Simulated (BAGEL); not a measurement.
# doublet BBr2F+: levels of theory compared

We compute a comparison of 4 runs (UHF/STO-3G, ROHF/cc-pVDZ, UHF/cc-pVDZ, ROHF/6-31G*) of doublet BBr2F+. 

The results are computed with BAGEL 1.2.2.

6 further runs of the same task are left out: 6 set aside as unsound or not needed.

**1. The molecule**

BBr2F+: 4 atoms, total charge +1, spin state doublet. SMILES of the parent species: `FB(Br)Br`. Geometry: relaxed at PBE0-D4/def2-TZVP. That shape belongs to the parent species and isn't relaxed for this state.

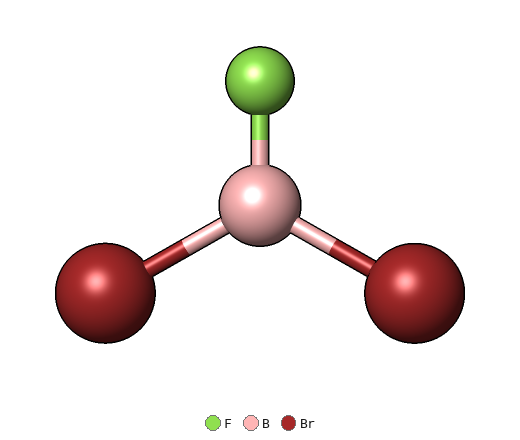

The structure, seen from a chosen angle (fluorine green, boron pink, bromine red).

**2. A single-point energy at UHF/STO-3G (density fitting with cc-pvqz-jkfit) (run 1)**

input.json reads:

```json
{ "bagel": [

{
  "title": "molecule",
  "basis": "sto-3g",
  "df_basis": "cc-pvqz-jkfit",
  "angstrom": "true",
  "geometry": [
    { "atom": "F", "xyz": [    1.316550,    0.465960,    0.364370 ] },
    { "atom": "B", "xyz": [    0.123960,    0.043770,    0.034160 ] },
    { "atom": "Br", "xyz": [   -0.483040,   -1.629420,    0.701450 ] },
    { "atom": "Br", "xyz": [   -0.957470,    1.119690,   -1.099980 ] }
  ]
},
{
  "title": "uhf",
  "charge": 1,
  "nopen": 1
},
{
  "title": "print",
  "file": "orbitals.molden",
  "orbitals": "true"
}

]}
```

Launch:

```console
$ BAGEL_NUM_THREADS=1 BAGEL input.json > input.out
```

The log of the run:

```text
* using 1 threads per process

  ===============================================================
  ===============================================================

  *** Geometry ***

  { "atom" : "F", "xyz" : [      2.487919,      0.880537,      0.688560 ] },
  { "atom" : "B", "xyz" : [      0.234250,      0.082713,      0.064553 ] },
  { "atom" : "Br", "xyz" : [     -0.912813,     -3.079158,      1.325548 ] },
  { "atom" : "Br", "xyz" : [     -1.809356,      2.115907,     -2.078661 ] },

  Number of auxiliary basis functions:      648

  Since a DF basis is specified, we compute 2- and 3-index integrals:
    o Being stored without compression. Storage requirement is 0.011 GB

  Number of basis functions:       46
  Number of electrons      :       84

    * METHOD: MOLECULE                             0.32

  *** Open-shell HF ***

  === Nuclear Repulsion ===
   430.6630164203

      * DIIS with orbital gradients will be used.

  === UHF iteration (sto-3g) ===
      0      -5211.42940346          0.02635068           0.16
      1      -5211.54058450          0.01132594           0.16
      2      -5211.55641765          0.00443784           0.16
[... 38 lines of this table left out ...]
     41      -5211.56019375          0.00000001           0.18
    * SCF iteration converged.

    * S^2 (UHF) is 0.7672

    * Permanent dipole moment:
           (   -0.091471,    -0.032046,    -0.025119) a.u.

    * METHOD: UHF                                  7.44

    * METHOD: PRINT                                0.00

  ===============================================================
```

Wall time 8.1 s (1 thread of Arm Neoverse V2, shared host); peak memory 0.11 GiB.

**3. A single-point energy at ROHF/cc-pVDZ (density fitting with cc-pvqz-jkfit) (run 2)**

Edit input.json of step 2 so:

```diff
@@ -4,3 +4,3 @@
   "title": "molecule",
-  "basis": "sto-3g",
+  "basis": "cc-pvdz.json",
   "df_basis": "cc-pvqz-jkfit",
@@ -15,3 +15,3 @@
 {
-  "title": "uhf",
+  "title": "rohf",
   "charge": 1,
```

The basis set cc-pVDZ is read from a file made from the Basis Set Exchange's data (not shown).

Launch:

```console
$ BAGEL_NUM_THREADS=1 BAGEL input.json > input.out
```

The log of the run:

```text
* using 1 threads per process

  ===============================================================
  ===============================================================

  *** Geometry ***

  { "atom" : "F", "xyz" : [      2.487919,      0.880537,      0.688560 ] },
  { "atom" : "B", "xyz" : [      0.234250,      0.082713,      0.064553 ] },
  { "atom" : "Br", "xyz" : [     -0.912813,     -3.079158,      1.325548 ] },
  { "atom" : "Br", "xyz" : [     -1.809356,      2.115907,     -2.078661 ] },

  Number of auxiliary basis functions:      648

  Since a DF basis is specified, we compute 2- and 3-index integrals:
    o Being stored without compression. Storage requirement is 0.035 GB

  Number of basis functions:       82
  Number of electrons      :       84

    * METHOD: MOLECULE                             0.41

  *** Open-shell HF ***

  === Nuclear Repulsion ===
   430.6630164203

      * DIIS with orbital gradients will be used.

  === ROHF iteration (cc-pvdz.json) ===
      0      -5268.49456387          0.02415240           0.34
      1      -5268.57476249          0.01720269           0.33
      2      -5268.60386815          0.01094320           0.36
[... 19 lines of this table left out ...]
     22      -5268.62643990          0.00000000           0.35
    * SCF iteration converged.

    * S^2 (ROHF) is 0.7500

    * Permanent dipole moment:
           (    0.313853,     0.111310,     0.087022) a.u.

    * METHOD: ROHF                                 8.24

    * METHOD: PRINT                                0.01

  ===============================================================
```

Run time: 9 s. Hardware: 1 thread of Arm Neoverse V2, shared host; peak memory 0.17 GiB.

**4. A single-point energy at UHF/cc-pVDZ (density fitting with cc-pvqz-jkfit) (run 3)**

calc.json reads:

```json
{ "bagel" : [

{
  "title" : "molecule",
  "basis" : "cc-pvdz.json",
  "df_basis" : "cc-pvqz-jkfit",
  "angstrom" : true,
  "geometry" : [
    { "atom" : "F", "xyz" : [    1.316550,    0.465960,    0.364370 ] },
    { "atom" : "B", "xyz" : [    0.123960,    0.043770,    0.034160 ] },
    { "atom" : "Br", "xyz" : [   -0.483040,   -1.629420,    0.701450 ] },
    { "atom" : "Br", "xyz" : [   -0.957470,    1.119690,   -1.099980 ] }
  ]
},
{ "title" : "uhf", "charge" : 1, "nopen" : 1 },
{ "title" : "print", "file" : "orbitals.molden", "orbitals" : true }

]}
```

The basis set cc-pVDZ is read from a file made from the Basis Set Exchange's data (not shown).

Launch:

```console
$ BAGEL_NUM_THREADS=1 BAGEL calc.json > calc.out
```

The log of the run:

```text
* using 1 threads per process

  ===============================================================
  ===============================================================

  *** Geometry ***

  { "atom" : "F", "xyz" : [      2.487919,      0.880537,      0.688560 ] },
  { "atom" : "B", "xyz" : [      0.234250,      0.082713,      0.064553 ] },
  { "atom" : "Br", "xyz" : [     -0.912813,     -3.079158,      1.325548 ] },
  { "atom" : "Br", "xyz" : [     -1.809356,      2.115907,     -2.078661 ] },

  Number of auxiliary basis functions:      648

  Since a DF basis is specified, we compute 2- and 3-index integrals:
    o Being stored without compression. Storage requirement is 0.035 GB

  Number of basis functions:       82
  Number of electrons      :       84

    * METHOD: MOLECULE                             0.42

  *** Open-shell HF ***

  === Nuclear Repulsion ===
   430.6630164203

      * DIIS with orbital gradients will be used.

  === UHF iteration (cc-pvdz.json) ===
      0      -5268.49456387          0.02415240           0.35
      1      -5268.58038769          0.01722580           0.34
      2      -5268.61099698          0.01093599           0.34
[... 21 lines of this table left out ...]
     24      -5268.63389237          0.00000001           0.34
    * SCF iteration converged.

    * S^2 (UHF) is 0.7803

    * Permanent dipole moment:
           (    0.310215,     0.110053,     0.086003) a.u.

    * METHOD: UHF                                  8.84

    * METHOD: PRINT                                0.01

  ===============================================================
```

Run time: 9.6 s. Hardware: 1 thread of Arm Neoverse V2, shared host; peak memory 0.17 GiB.

**5. A single-point energy at ROHF/6-31G(d) (density fitting with cc-pvqz-jkfit, spherical functions) (run 4)**

hf.json reads:

```json
{ "bagel" : [

{
  "title" : "molecule",
  "basis" : "6-31gs.json",
  "df_basis" : "cc-pvqz-jkfit",
  "angstrom" : "true",
  "geometry" : [
    { "atom" : "F", "xyz" : [       1.316550,       0.465960,       0.364370 ] },
    { "atom" : "B", "xyz" : [       0.123960,       0.043770,       0.034160 ] },
    { "atom" : "Br", "xyz" : [      -0.483040,      -1.629420,       0.701450 ] },
    { "atom" : "Br", "xyz" : [      -0.957470,       1.119690,      -1.099980 ] }
  ]
},

{
  "title" : "rohf",
  "charge" : 1,
  "nopen" : 1
},

{
  "title" : "print",
  "file" : "orbitals.molden",
  "orbitals" : "true"
}

]}
```

The basis set 6-31G* is read from a file made from the Basis Set Exchange's data (not shown).

Launch:

```console
$ BAGEL_NUM_THREADS=1 BAGEL hf.json > hf.out
```

The log of the run:

```text
* using 1 threads per process

  ===============================================================
  ===============================================================

  *** Geometry ***

  { "atom" : "F", "xyz" : [      2.487919,      0.880537,      0.688560 ] },
  { "atom" : "B", "xyz" : [      0.234250,      0.082713,      0.064553 ] },
  { "atom" : "Br", "xyz" : [     -0.912813,     -3.079158,      1.325548 ] },
  { "atom" : "Br", "xyz" : [     -1.809356,      2.115907,     -2.078661 ] },

  Number of auxiliary basis functions:      648

  Since a DF basis is specified, we compute 2- and 3-index integrals:
    o Being stored without compression. Storage requirement is 0.044 GB

  Number of basis functions:       92
  Number of electrons      :       84

    * METHOD: MOLECULE                             0.47

  *** Open-shell HF ***

  === Nuclear Repulsion ===
   430.6630164203

      * DIIS with orbital gradients will be used.

  === ROHF iteration (6-31gs.json) ===
      0      -5267.91803133          0.02813336           0.38
      1      -5268.00141851          0.01925884           0.38
      2      -5268.02946788          0.01242359           0.39
[... 17 lines of this table left out ...]
     20      -5268.05007588          0.00000001           0.40
    * SCF iteration converged.

    * S^2 (ROHF) is 0.7500

    * Permanent dipole moment:
           (    0.299266,     0.106141,     0.082994) a.u.

    * METHOD: ROHF                                 8.42

    * METHOD: PRINT                                0.01

  ===============================================================
```

Run time: 9.3 s. Hardware: 1 thread of Arm Neoverse V2, shared host; peak memory 0.19 GiB.

**6. The series**

```
run                                                                  level   energy (Eh)   ⟨S²⟩  wall time
  1                        UHF/STO-3G (density fitting with cc-pvqz-jkfit)  -5211.560194  0.767      8.1 s
  2                      ROHF/cc-pVDZ (density fitting with cc-pvqz-jkfit)  -5268.626440  0.750        9 s
  3                       UHF/cc-pVDZ (density fitting with cc-pvqz-jkfit)  -5268.633892  0.780      9.6 s
  4  ROHF/6-31G* (density fitting with cc-pvqz-jkfit, spherical functions)  -5268.050076  0.750      9.3 s
```

**7. Results**

```
           quantity           value
run 4: total energy  -5268.05008 Eh
        run 4: ⟨S²⟩           0.750
```

**Reading.** In run 1 the basis is minimal, so the values are rough. All runs together took 36 s, the longest 9.6 s.
